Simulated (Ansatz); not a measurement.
# N2 (singlet): PBE, r2SCAN, PBE0, B3LYP, wB97X-V, wB97M-V, B2PLYP, RPA-PBE over vertical spin and charge gaps, 6-31G, part 2 of 2

Ansatz 0.2.0, Gaussian basis; 6-31G, all electrons in the functionals, frozen cores in the correlation of double hybrids and RPA.

## (16) wB97M-V, charge 0, singlet

Input file in.yaml:

```yaml
crystal:
  periodic: [false, false, false]
  atoms:
    - {symbol: N, position_ang: [0.000000, 0.000000, 0.000000]}
    - {symbol: N, position_ang: [0.000000, 0.000000, 1.089486]}
basis:
  gaussian: {orbitals: 6-31G}
hamiltonian: {xc: {name: wB97M-V}}
output: {forces: true, orbitals: {seedname: orbitals}}
```

Launch:

```sh
$ ansatz run in.yaml --threads 1 --pin off --events-out ev --progress --plain --max-ram 2176MiB
```

What it wrote, cut to the lines that bear on the results:

```text
Functional definition: wB97M-V
  name "wB97M-V"
  cite "Mardirossian & Head-Gordon, J. Chem. Phys. 144, 214110 (2016) doi:10.1063/1.4952647"
  cite "Becke, J. Chem. Phys. 107, 8554 (1997) doi:10.1063/1.475007"
  cite "Vydrov & Van Voorhis, J. Chem. Phys. 133, 244103 (2010) doi:10.1063/1.3521275"
  # Of w^i u^j: cxij and so on, Table III.
[...]
  gx(w, u) = 1 - cx + cx01*u + cx10*w
  gss(w, u) = css00 + css04*u^4 + css10*w + css20*w^2 + css43*w^4*u^3
  gos(w, u) = cos00 + cos10*w + (cos20 + cos21*u)*w^2 + (cos60 + cos61*u)*w^6
[...]
      + integral(e_c_pw_mod_opposite_spin*gos(b97_w_opposite, b97_u_opposite)) + vv10(b, c)
268 factors; integrals over basis functions are off by at most 1.3e-4 eV
78 factors; integrals over basis functions are off by at most 2.7e-6 eV
[...]
mean field -2978.15660684 eV, -109.4452366345 hartree, gradient 1.1e-5 eV, S^2 0.000000; 0 other end points of the search recorded, 0 dependent functions left out
[...]
reference -2978.15661880 eV, -109.4452370737 hartree; 7, 7 occupied and 11, 11 virtual orbitals, 268 factors
Total energy: -2978.15661880 eV, -109.4452370737 hartree
Atom 0 at     0.000000     0.000000     0.000000 Å, force    -0.000000     0.000000    -4.139369 eV/Å
Atom 1 at     0.000000     0.000000     1.089486 Å, force     0.000000    -0.000000     4.139369 eV/Å
Dipole moment:     0.000000    -0.000000    -0.000000 e Å
```

Wall time 0.54 s (1 thread of Intel Xeon 6975P-C, shared host).

## (17) wB97M-V, charge 0, triplet

Changes to in.yaml since step 16:

```diff
@@ -7,2 +7,3 @@
   gaussian: {orbitals: 6-31G}
+magnetization: {spin_polarized: true, initial_magnetization: 2}
 hamiltonian: {xc: {name: wB97M-V}}
```

Launched as before.

What it wrote, cut to the lines that bear on the results:

```text
Functional definition: wB97M-V
  name "wB97M-V"
  cite "Mardirossian & Head-Gordon, J. Chem. Phys. 144, 214110 (2016) doi:10.1063/1.4952647"
  cite "Becke, J. Chem. Phys. 107, 8554 (1997) doi:10.1063/1.475007"
  cite "Vydrov & Van Voorhis, J. Chem. Phys. 133, 244103 (2010) doi:10.1063/1.3521275"
  # Of w^i u^j: cxij and so on, Table III.
[...]
  gx(w, u) = 1 - cx + cx01*u + cx10*w
  gss(w, u) = css00 + css04*u^4 + css10*w + css20*w^2 + css43*w^4*u^3
  gos(w, u) = cos00 + cos10*w + (cos20 + cos21*u)*w^2 + (cos60 + cos61*u)*w^6
[...]
      + integral(e_c_pw_mod_opposite_spin*gos(b97_w_opposite, b97_u_opposite)) + vv10(b, c)
268 factors; integrals over basis functions are off by at most 1.3e-4 eV
78 factors; integrals over basis functions are off by at most 2.7e-6 eV
[...]
mean field -2970.25119327 eV, -109.1547180442 hartree, gradient 4.2e-6 eV, S^2 2.003345; 2 other end points of the search recorded, 0 dependent functions left out
[...]
reference -2970.25120527 eV, -109.1547184850 hartree; 8, 6 occupied and 10, 12 virtual orbitals, 268 factors
Total energy: -2970.25120527 eV, -109.1547184850 hartree
Atom 0 at     0.000000     0.000000     0.000000 Å, force    -0.000000     0.000000   -18.479225 eV/Å
Atom 1 at     0.000000     0.000000     1.089486 Å, force     0.000000    -0.000000    18.479225 eV/Å
Dipole moment:     0.000000    -0.000000    -0.000000 e Å
```

Wall time 0.78 s (1 thread of Intel Xeon 6975P-C, shared host).

From the report: ⟨S²⟩ of the determinant 2.003 (pure triplet: 2.00).

From charge 0, singlet: +182.3 kcal/mol.

## (18) wB97M-V, charge 1, doublet

Input file in.yaml:

```yaml
crystal:
  periodic: [false, false, false]
  atoms:
    - {symbol: N, position_ang: [0.000000, 0.000000, 0.000000]}
    - {symbol: N, position_ang: [0.000000, 0.000000, 1.089486]}
basis:
  gaussian: {orbitals: 6-31G}
total_charge: 1
magnetization: {spin_polarized: true, initial_magnetization: 1}
hamiltonian: {xc: {name: wB97M-V}}
output: {orbitals: {seedname: orbitals}}
```

Same command.

What it wrote, cut to the lines that bear on the results:

```text
Functional definition: wB97M-V
  name "wB97M-V"
  cite "Mardirossian & Head-Gordon, J. Chem. Phys. 144, 214110 (2016) doi:10.1063/1.4952647"
  cite "Becke, J. Chem. Phys. 107, 8554 (1997) doi:10.1063/1.475007"
  cite "Vydrov & Van Voorhis, J. Chem. Phys. 133, 244103 (2010) doi:10.1063/1.3521275"
  # Of w^i u^j: cxij and so on, Table III.
[...]
  gx(w, u) = 1 - cx + cx01*u + cx10*w
  gss(w, u) = css00 + css04*u^4 + css10*w + css20*w^2 + css43*w^4*u^3
  gos(w, u) = cos00 + cos10*w + (cos20 + cos21*u)*w^2 + (cos60 + cos61*u)*w^6
[...]
      + integral(e_c_pw_mod_opposite_spin*gos(b97_w_opposite, b97_u_opposite)) + vv10(b, c)
268 factors; integrals over basis functions are off by at most 1.3e-4 eV
78 factors; integrals over basis functions are off by at most 2.7e-6 eV
[...]
mean field -2962.30934563 eV, -108.8628605264 hartree, gradient 5.7e-6 eV, S^2 0.752350; 1 other end points of the search recorded, 0 dependent functions left out
reference -2962.30935730 eV, -108.8628609554 hartree; 7, 6 occupied and 11, 12 virtual orbitals, 268 factors
Total energy: -2962.30935730 eV, -108.8628609554 hartree
```

Wall time 0.57 s (1 thread of Intel Xeon 6975P-C, shared host).

From the report: ⟨S²⟩ of the determinant 0.752 (pure doublet: 0.75).

From charge 0, singlet: +365.4 kcal/mol.

## (19) B2PLYP, charge 0, singlet

Input file in.yaml:

```yaml
crystal:
  periodic: [false, false, false]
  atoms:
    - {symbol: N, position_ang: [0.000000, 0.000000, 0.000000]}
    - {symbol: N, position_ang: [0.000000, 0.000000, 1.089486]}
basis:
  gaussian: {orbitals: 6-31G}
hamiltonian: {xc: {name: B2PLYP}}
correlation: {electrons: outside_noble_gas}
```

The command is unchanged.

What it wrote, cut to the lines that bear on the results:

```text
Functional definition: B2PLYP
  name "B2PLYP"
  cite "Grimme, J. Chem. Phys. 124, 034108 (2006) doi:10.1063/1.2148954"
  cite "Becke, Phys. Rev. A 38, 3098 (1988) doi:10.1103/PhysRevA.38.3098"
  cite "Lee, Yang & Parr, Phys. Rev. B 37, 785 (1988) doi:10.1103/PhysRevB.37.785"
[...]
268 factors; integrals over basis functions are off by at most 1.3e-4 eV
[...]
mean field -2973.35165891 eV, -109.2686580548 hartree, gradient 4.3e-6 eV, S^2 0.000000; 0 other end points of the search recorded, 0 dependent functions left out
2 core orbitals not correlated: weight in the atoms' cores, before any rotation towards them, 1.000 or more for the frozen orbitals, at most 0.000 for the correlated occupied ones
reference -2973.35171513 eV, -109.2686601209 hartree; 5, 5 occupied and 11, 11 virtual orbitals, 268 factors
second order -8.22115282 eV of doubles, -0.00000000 eV of singles
Total energy: -2975.57142639 eV, -109.3502330052 hartree
```

It took 0.24 s on 1 thread of Intel Xeon 6975P-C, shared host.

## (20) B2PLYP, charge 0, triplet

Changes to in.yaml since step 19:

```diff
@@ -7,2 +7,3 @@
   gaussian: {orbitals: 6-31G}
+magnetization: {spin_polarized: true, initial_magnetization: 2}
 hamiltonian: {xc: {name: B2PLYP}}
```

Launched as before.

What it wrote, cut to the lines that bear on the results:

```text
Functional definition: B2PLYP
  name "B2PLYP"
  cite "Grimme, J. Chem. Phys. 124, 034108 (2006) doi:10.1063/1.2148954"
  cite "Becke, Phys. Rev. A 38, 3098 (1988) doi:10.1103/PhysRevA.38.3098"
  cite "Lee, Yang & Parr, Phys. Rev. B 37, 785 (1988) doi:10.1103/PhysRevB.37.785"
[...]
268 factors; integrals over basis functions are off by at most 1.3e-4 eV
[...]
mean field -2965.76788817 eV, -108.9899596206 hartree, gradient 3.5e-6 eV, S^2 2.007321; 6 other end points of the search recorded, 0 dependent functions left out
2 core orbitals not correlated: weight in the atoms' cores, before any rotation towards them, 1.000 or more for the frozen orbitals, at most 0.000 for the correlated occupied ones
reference -2965.76795372 eV, -108.9899620295 hartree; 6, 4 occupied and 10, 12 virtual orbitals, 268 factors
second order -7.45656089 eV of doubles, -0.00000000 eV of singles
Total energy: -2967.78122516 eV, -109.0639483903 hartree
```

Wall time 0.6 s (1 thread of Intel Xeon 6975P-C, shared host).

From the report: ⟨S²⟩ of the determinant 2.007 (pure triplet: 2.00).

From charge 0, singlet: +179.6 kcal/mol.

## (21) B2PLYP, charge 1, doublet

Changes to in.yaml since step 20:

```diff
@@ -7,3 +7,4 @@
   gaussian: {orbitals: 6-31G}
-magnetization: {spin_polarized: true, initial_magnetization: 2}
+total_charge: 1
+magnetization: {spin_polarized: true, initial_magnetization: 1}
 hamiltonian: {xc: {name: B2PLYP}}
```

Launched as before.

What it wrote, cut to the lines that bear on the results:

```text
Functional definition: B2PLYP
  name "B2PLYP"
  cite "Grimme, J. Chem. Phys. 124, 034108 (2006) doi:10.1063/1.2148954"
  cite "Becke, Phys. Rev. A 38, 3098 (1988) doi:10.1103/PhysRevA.38.3098"
  cite "Lee, Yang & Parr, Phys. Rev. B 37, 785 (1988) doi:10.1103/PhysRevB.37.785"
[...]
268 factors; integrals over basis functions are off by at most 1.3e-4 eV
[...]
mean field -2957.55394982 eV, -108.6881029537 hartree, gradient 2.6e-6 eV, S^2 0.756208; 4 other end points of the search recorded, 0 dependent functions left out
2 core orbitals not correlated: weight in the atoms' cores, before any rotation towards them, 1.000 or more for the frozen orbitals, at most 0.000 for the correlated occupied ones
reference -2957.55400367 eV, -108.6881049328 hartree; 5, 4 occupied and 11, 12 virtual orbitals, 268 factors
second order -10.27773469 eV of doubles, -0.00000000 eV of singles
Total energy: -2960.32899204 eV, -108.7900838744 hartree
```

Wall time 0.36 s (1 thread of Intel Xeon 6975P-C, shared host).

From the report: ⟨S²⟩ of the determinant 0.756 (pure doublet: 0.75).

From charge 0, singlet: +351.5 kcal/mol.

## (22) RPA-PBE, charge 0, singlet

Input file in.yaml:

```yaml
crystal:
  periodic: [false, false, false]
  atoms:
    - {symbol: N, position_ang: [0.000000, 0.000000, 0.000000]}
    - {symbol: N, position_ang: [0.000000, 0.000000, 1.089486]}
basis:
  gaussian: {orbitals: 6-31G}
hamiltonian: {xc: {name: PBE}}
correlation: {method: rpa, electrons: outside_noble_gas}
```

The command is unchanged.

What it wrote, cut to the lines that bear on the results:

```text
Functional definition: PBE
  name "PBE"
  cite "Perdew, Burke & Ernzerhof, Phys. Rev. Lett. 77, 3865 (1996) doi:10.1103/PhysRevLett.77.3865"
  parent pbe
[...]
268 factors; integrals over basis functions are off by at most 1.3e-4 eV
[...]
mean field -2975.62268311 eV, -109.3521166546 hartree, gradient 1.4e-7 eV, S^2 0.000000; 0 other end points of the search recorded, 0 dependent functions left out
2 core orbitals not correlated: weight in the atoms' cores, before any rotation towards them, 1.000 or more for the frozen orbitals, at most 0.000 for the correlated occupied ones
reference -2962.19566865 eV, -108.8586829746 hartree; 5, 5 occupied and 11, 11 virtual orbitals, 268 factors
Total energy: -2970.81750087 eV, -109.1755294647 hartree
```

It took 0.21 s on 1 thread of Intel Xeon 6975P-C, shared host.

## (23) RPA-PBE, charge 0, triplet

Changes to in.yaml since step 22:

```diff
@@ -7,2 +7,3 @@
   gaussian: {orbitals: 6-31G}
+magnetization: {spin_polarized: true, initial_magnetization: 2}
 hamiltonian: {xc: {name: PBE}}
```

Same command.

What it wrote, cut to the lines that bear on the results:

```text
Functional definition: PBE
  name "PBE"
  cite "Perdew, Burke & Ernzerhof, Phys. Rev. Lett. 77, 3865 (1996) doi:10.1103/PhysRevLett.77.3865"
  parent pbe
[...]
268 factors; integrals over basis functions are off by at most 1.3e-4 eV
[...]
mean field -2968.19761817 eV, -109.0792505512 hartree, gradient 9.4e-6 eV, S^2 2.001675; 5 other end points of the search recorded, 0 dependent functions left out
2 core orbitals not correlated: weight in the atoms' cores, before any rotation towards them, 1.000 or more for the frozen orbitals, at most 0.000 for the correlated occupied ones
reference -2954.51445954 eV, -108.5764037462 hartree; 6, 4 occupied and 10, 12 virtual orbitals, 268 factors
Total energy: -2963.40367453 eV, -108.9030763720 hartree
```

Run time: 0.42 s. Hardware: 1 thread of Intel Xeon 6975P-C, shared host.

From the report: ⟨S²⟩ of the determinant 2.002 (pure triplet: 2.00).

From charge 0, singlet: +171.0 kcal/mol.

## (24) RPA-PBE, charge 1, doublet

Changes to in.yaml since step 23:

```diff
@@ -7,3 +7,4 @@
   gaussian: {orbitals: 6-31G}
-magnetization: {spin_polarized: true, initial_magnetization: 2}
+total_charge: 1
+magnetization: {spin_polarized: true, initial_magnetization: 1}
 hamiltonian: {xc: {name: PBE}}
```

The command is unchanged.

What it wrote, cut to the lines that bear on the results:

```text
Functional definition: PBE
  name "PBE"
  cite "Perdew, Burke & Ernzerhof, Phys. Rev. Lett. 77, 3865 (1996) doi:10.1103/PhysRevLett.77.3865"
  parent pbe
[...]
268 factors; integrals over basis functions are off by at most 1.3e-4 eV
[...]
mean field -2960.39003883 eV, -108.7923273026 hartree, gradient 9.6e-6 eV, S^2 0.751350; 0 other end points of the search recorded, 0 dependent functions left out
2 core orbitals not correlated: weight in the atoms' cores, before any rotation towards them, 1.000 or more for the frozen orbitals, at most 0.000 for the correlated occupied ones
reference -2946.25272934 eV, -108.2727907614 hartree; 5, 4 occupied and 11, 12 virtual orbitals, 268 factors
Total energy: -2956.29192521 eV, -108.6417244047 hartree
```

Run time: 0.24 s. Hardware: 1 thread of Intel Xeon 6975P-C, shared host.

From the report: ⟨S²⟩ of the determinant 0.751 (pure doublet: 0.75).

From charge 0, singlet: +335.0 kcal/mol.

## (25) Against the wave-function levels

The yardstick is full CI for this spin, exact in this basis with these frozen cores. It and the other wave-function rows come from earlier runs at the same points. Energies in kcal/mol, counted from charge 0, singlet; blanks weren't run or aren't comparable.

```tsv
level	singlet to triplet	ionisation to the doublet cation
FCI	183.9	340.4
PBE	171.2	351.3
r2SCAN	172.4	358.6
PBE0	173.8	361.6
B3LYP	173.8	362.2
wB97X-V	180.0	
wB97M-V	182.3	365.4
B2PLYP	179.6	351.5
RPA-PBE	171.0	335.0
UMP2	191.9	387.7
UCCSD(T)	184.8	343.8
UCCSDT(Q)	184.7	341.0
CASSCF valence	192.1	328.5
NEVPT2 valence	186.1	337.7
MRCISD+Q valence	184.1	340.3
```

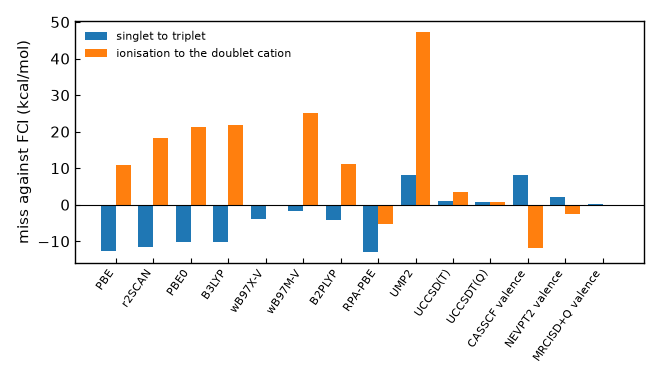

Misses of the gaps against FCI.

Largest miss and mean time a point (FCI took 35 s a point; shared hosts):

```tsv
level	largest miss (kcal/mol)	where	time a point
PBE	-12.7	singlet to triplet	0.25 s
r2SCAN	+18.3	ionisation to the doublet cation	0.59 s
PBE0	+21.2	ionisation to the doublet cation	0.28 s
B3LYP	+21.8	ionisation to the doublet cation	0.21 s
wB97X-V	-3.9	singlet to triplet	0.54 s
wB97M-V	+25.1	ionisation to the doublet cation	0.63 s
B2PLYP	+11.1	ionisation to the doublet cation	0.4 s
RPA-PBE	-13.0	singlet to triplet	0.29 s
UMP2	+47.3	ionisation to the doublet cation	
UCCSD(T)	+3.4	ionisation to the doublet cation	0.65 s
UCCSDT(Q)	+0.8	singlet to triplet	2.9 s
CASSCF valence	-11.9	ionisation to the doublet cation	
NEVPT2 valence	-2.7	ionisation to the doublet cation	0.88 s
MRCISD+Q valence	+0.2	singlet to triplet	1.6 s
```

## (26) Results

The summary covers parts 1 to 2.

| quantity | value |
| --- | --- |
| singlet to triplet, FCI | 183.9 kcal/mol |
| ionisation to the doublet cation, FCI | 340.4 kcal/mol |
| largest miss, PBE | -12.7 kcal/mol (singlet to triplet) |
| largest miss, r2SCAN | +18.3 kcal/mol (ionisation to the doublet cation) |
| largest miss, PBE0 | +21.2 kcal/mol (ionisation to the doublet cation) |
| largest miss, B3LYP | +21.8 kcal/mol (ionisation to the doublet cation) |
| largest miss, wB97X-V | -3.9 kcal/mol (singlet to triplet) |
| largest miss, wB97M-V | +25.1 kcal/mol (ionisation to the doublet cation) |
| largest miss, B2PLYP | +11.1 kcal/mol (ionisation to the doublet cation) |
| largest miss, RPA-PBE | -13.0 kcal/mol (singlet to triplet) |
| largest miss, UCCSD(T) | +3.4 kcal/mol (ionisation to the doublet cation) |

What this shows: Misses are known at 2 of 2 points at best, and only functionals with that many are ranked. Of the functionals, B2PLYP keep the smallest largest miss at the points compared (at most 11.1 kcal/mol) and wB97M-V strays most (25.1 kcal/mol, at ionisation to the doublet cation). Functionals and the yardstick converge differently with the basis, so part of each miss in 6-31G is the basis.
